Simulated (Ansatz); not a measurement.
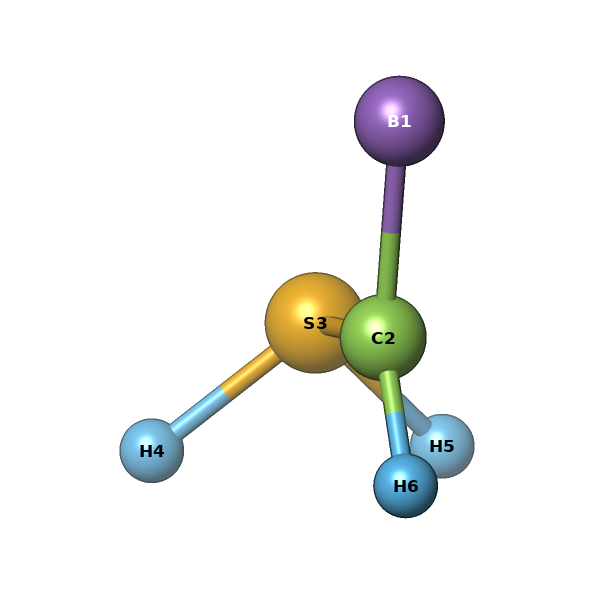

S3 lies behind C2. The molecule seen a little off the C2–S3 bond, C2 in front. Depth is shown by fading: the farther an atom, the more it takes the colour of the background. The computed structure is the end point of a PBE0-D4/def2-TZVP optimisation. No frequency run is at hand to confirm it as a minimum.

### What is the torsion angle B1–C2–S3–H4? The sign is positive where the front bond must turn clockwise to cover the back bond.

−131°, anticlinal.
